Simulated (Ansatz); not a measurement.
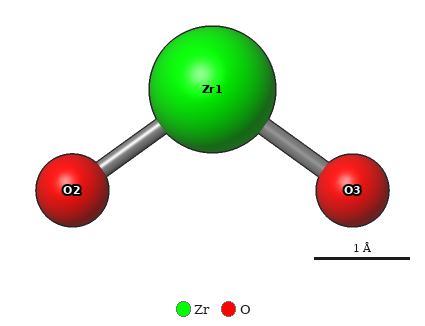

The structure (ball-and-stick view, seen on its broad side; atoms are numbered from 1 in the order of the input). Sticks mark near contacts. Bond lengths as drawn: O–Zr 1.82 Å.

## What a change does: single-point calculation on ZrO2

System: ZrO2, charge −1, multiplicity 2.
Method of run 1: UHF-MP2, frozen core/def2-TZVPD (Ansatz 0.2.0).

The geometry comes from this level: PBE-D4/def2-TZVPD. Text and figures count atoms from 1; the logs count them from 0 in places.

**Input, run 1**
```yaml
crystal:
  periodic: [false, false, false]
  atoms:
    - {symbol: Zr, position_ang: [0.026918, 0.569810, 0.421284]}
    - {symbol: O, position_ang: [1.254478, -0.770160, 0.364678]}
    - {symbol: O, position_ang: [-1.281396, 0.200350, -0.785962]}
basis:
  gaussian: {orbitals: def2-TZVPD, initial_orbitals: start.molden}
total_charge: -1
magnetization: {spin_polarized: true, initial_magnetization: 1}
correlation: {method: mp2}
scf: {omitted_lower_state_checks: [starts]}
output: {orbitals: {seedname: orbitals}}
```

Launched with:
```bash
ansatz run in.yaml --threads 4 --pin off --events-out ev --progress --plain --max-ram 3916MiB
```

Hardware: 4 threads of Arm Neoverse N1, 23 GiB of memory available, shared host.

**Output (run 1)**
```
Functional definition: HF
  exchange = exact_x
  correlation = 0
these checks for a lower state are left out or cut short: starts
856 factors; integrals over basis functions are off by at most 8.1e-4 eV
mean field evaluation 1: about -5342.9958 eV, gradient 1.5e1 eV
mean field evaluation 2: about -5343.8518 eV, gradient 1.2e0 eV
mean field evaluation 4: about -5343.8956 eV, gradient 1.1e-1 eV
mean field evaluation 8: about -5343.8957 eV, gradient 3.0e-6 eV
mean field -5343.89574007 eV, -196.3845462250 hartree, gradient 3.0e-6 eV, S^2 0.756761; 0 other end points of the search recorded, 0 dependent functions left out
2 core orbitals not correlated: weight in the atoms' cores, before any rotation towards them, 1.000 or more for the frozen orbitals, at most 0.000 for the correlated occupied ones
reference -5343.89574007 eV, -196.3845462250 hartree; 13, 12 occupied and 105, 106 virtual orbitals, 856 factors
second order -22.52578974 eV of doubles, -0.00000000 eV of singles
Total energy: -5366.42152981 eV, -197.2123537295 hartree
Checks for a lower state left out: starts
```

The input of run 2 differs as follows (lines with − go, lines with + come):
```diff
-    - {symbol: Zr, position_ang: [0.026918, 0.569810, 0.421284]}
-    - {symbol: O, position_ang: [1.254478, -0.770160, 0.364678]}
-    - {symbol: O, position_ang: [-1.281396, 0.200350, -0.785962]}
+    - {symbol: Zr, position_ang: [0.026088, 0.552248, 0.408300]}
+    - {symbol: O, position_ang: [1.335971, -0.792408, 0.407959]}
+    - {symbol: O, position_ang: [-1.362059, 0.240161, -0.816259]}
-magnetization: {spin_polarized: true, initial_magnetization: 1}
+magnetization: {spin_polarized: true, initial_magnetization: 3}
```

How does run 2 compare with run 1?

With the same method and basis, run 2 lies 90.8 kcal/mol higher. The HOMO goes from −2.14 to −1.82 eV. The LUMO goes from 3.89 to 4.50 eV.

**Output (run 2)**
```
Functional definition: HF
  exchange = exact_x
  correlation = 0
these checks for a lower state are left out or cut short: starts
856 factors; integrals over basis functions are off by at most 8.9e-4 eV
mean field evaluation 1: about -5340.8945 eV, gradient 1.5e1 eV
mean field evaluation 2: about -5342.0938 eV, gradient 1.5e0 eV
mean field evaluation 4: about -5342.1743 eV, gradient 1.9e-1 eV
mean field evaluation 8: about -5342.1750 eV, gradient 4.1e-5 eV
mean field evaluation 16: about -5342.3829 eV, gradient 2.2e-1 eV
mean field -5342.38731147 eV, -196.3291124965 hartree, gradient 2.3e-6 eV, S^2 3.770848; 1 other end points of the search recorded, 0 dependent functions left out
2 core orbitals not correlated: weight in the atoms' cores, before any rotation towards them, 1.000 or more for the frozen orbitals, at most 0.000 for the correlated occupied ones
reference -5342.38731147 eV, -196.3291124965 hartree; 14, 11 occupied and 104, 107 virtual orbitals, 856 factors
second order -20.09739385 eV of doubles, -0.00000000 eV of singles
Total energy: -5362.48470532 eV, -197.0676780979 hartree
Checks for a lower state left out: starts
```

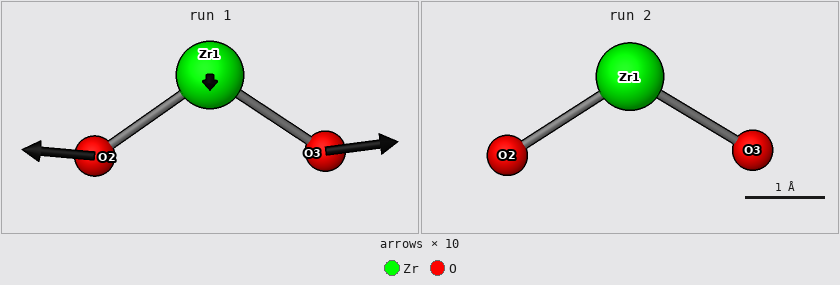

The two input geometries at one scale (ball-and-stick view, seen at a tilt). The black arrows on the first give the shifts of the atoms after the best rigid fit, magnified 10 times. The largest moves after the best rigid fit, 0.095 Å, are those of O2 and O3. Largest moves by element: O 0.095 Å, Zr 0.022 Å. Among the contacts that change: Zr1–O2 1.818 → 1.877 Å.

**The two runs side by side**

| quantity | run 1 | run 2 |
| --- | --- | --- |
| outcome | converged | converged |
| total energy (hartree) | −197.212354 | −197.067678 |
| HOMO (eV) | −2.14 | −1.82 |
| LUMO (eV) | 3.89 | 4.50 |
| ⟨S²⟩ | 0.757 | 3.771 |
| wall time (shared host) | 1.2 s | 2.7 s |
